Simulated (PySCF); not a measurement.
C7H13 (SMILES C/[C]=C(/C)CCC) (doublet)

```xyz
20

C    -1.7435   -1.8668   -0.4466
C    -1.5198   -0.4400   -0.6293
C    -0.8494    0.5795   -0.1878
C    -1.0096    1.9653   -0.7597
C     0.1685    0.4845    0.9514
C     1.6101    0.4493    0.4416
C     1.8973   -0.7958   -0.3870
H    -1.3434   -2.4257   -1.2936
H    -1.2638   -2.2405    0.4676
H    -2.8123   -2.0755   -0.3726
H    -1.3670    2.6491    0.0102
H    -0.0548    2.3398   -1.1256
H    -1.7205    1.9606   -1.5812
H     0.0341    1.3503    1.6040
H    -0.0271   -0.4184    1.5325
H     1.8099    1.3390   -0.1589
H     2.2843    0.4761    1.3022
H     1.7446   -1.6935    0.2085
H     2.9252   -0.7890   -0.7424
H     1.2322   -0.8378   -1.2461
```

Geometry: GFN2-xTB.

Theory: PySCF 2.14.0, density-fitted response routines, UKS B3LYP, pcH-1 on C H, non-relativistic, mean-field spin-orbit, GIAO.

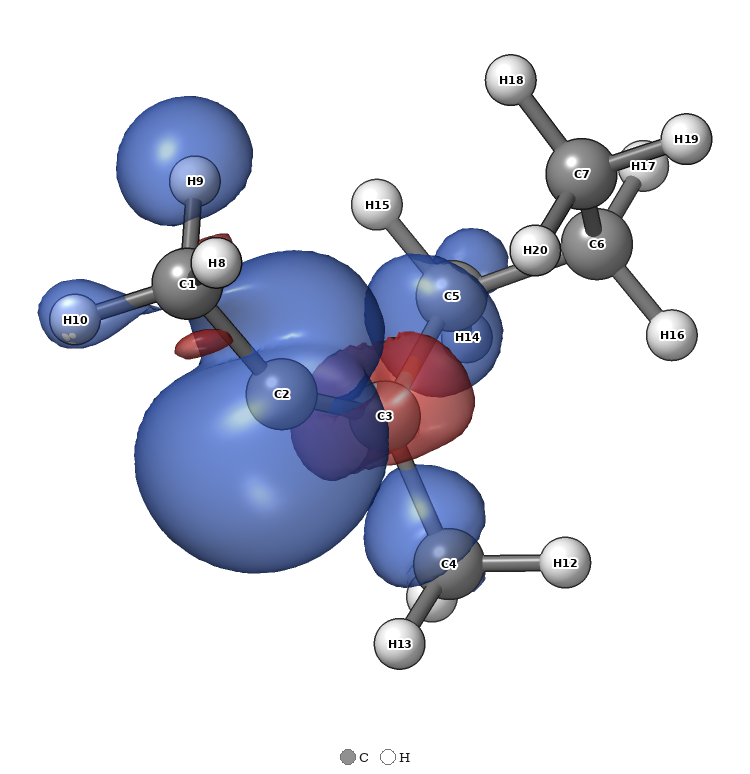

Figure 1. Isosurfaces of the spin density at +0.015 (blue) and −0.015 e/Å³ (red), seen at a tilt.

> Describe the spin distribution.

The unpaired spin (1 electron) lies mostly on C2 (about 0.7) and C1 (about 0.1), in electrons by Hirshfeld's partition.

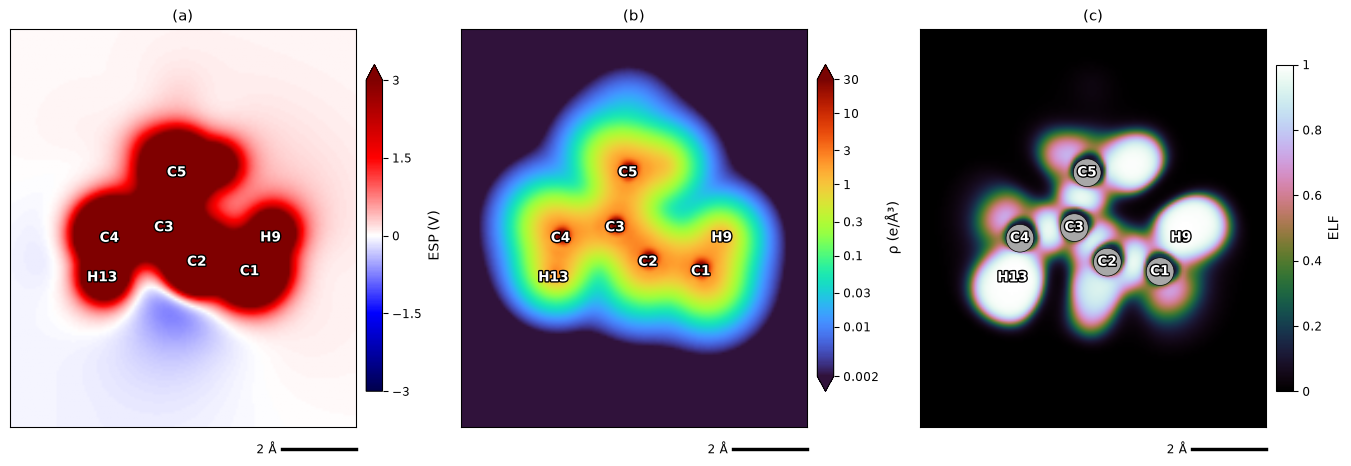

Figure 2. (a) molecular electrostatic potential; (b) total electron density; (c) ELF on the plane of atoms C1, C2 and C3. Grey discs cover the atomic cores in the ELF map.

> Describe what can be read from this map.

Atoms in the plane: C and H. C–C (1.30 Å): the density is about 2.3 e/Å³ at the midpoint; the ELF peaks at about 0.90 between the atoms: a multiple bond. C–H (1.09 Å): the density is about 1.9 e/Å³ at the midpoint; the ELF is about 1 at the midpoint (an ordinary covalent bond to hydrogen). C–C (1.46 Å): the density is about 1.7 e/Å³ at the midpoint; the ELF peaks at about 0.95 between the atoms (localised, covalent bonding). Outside the dense part of the molecule the potential is most negative (−0.7 V) near C2.

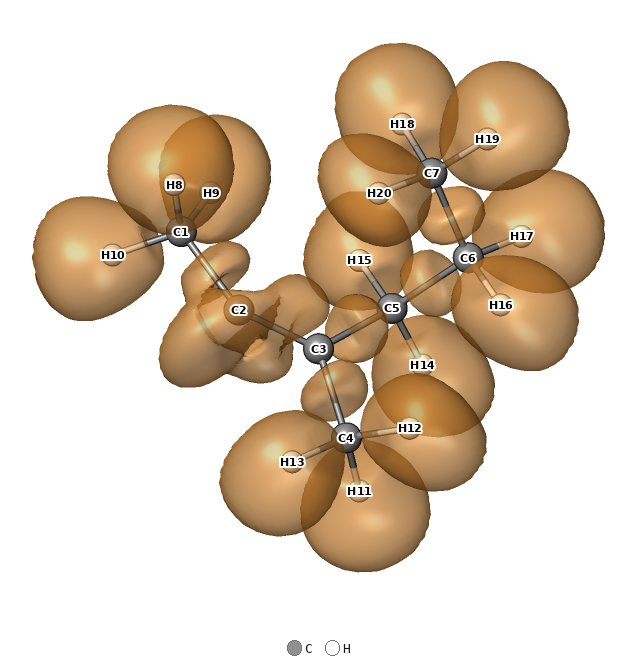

Figure 3. Isosurface of the ELF at 0.75 (orange), seen at a tilt. Core shells and regions of very low density are left out.

> Where are the electrons localised?

At this value the surface marks out four regions between bonded C–C atoms (shared pairs), 13 regions around hydrogen nuclei and one region on C in which the atom's valence shell and bonds are merged.

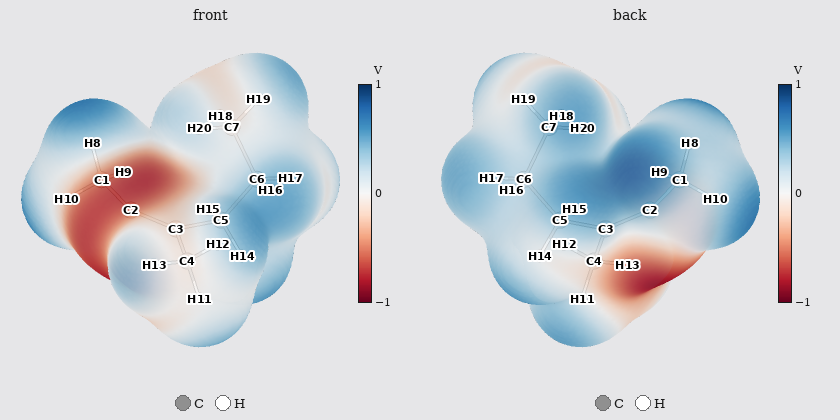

Figure 4. The electrostatic potential painted on the density surface at 0.002 e/bohr³, seen from the front and from behind; red is negative and blue positive.

> Which sites attract a positive test charge, and which a negative one?

A positive charge is drawn to the negative regions and a negative charge to the positive ones. The most negative region (about −0.8 V) lies over C2 and C3, the most positive (about +0.7 V) over H8, H9, H10 and H15.
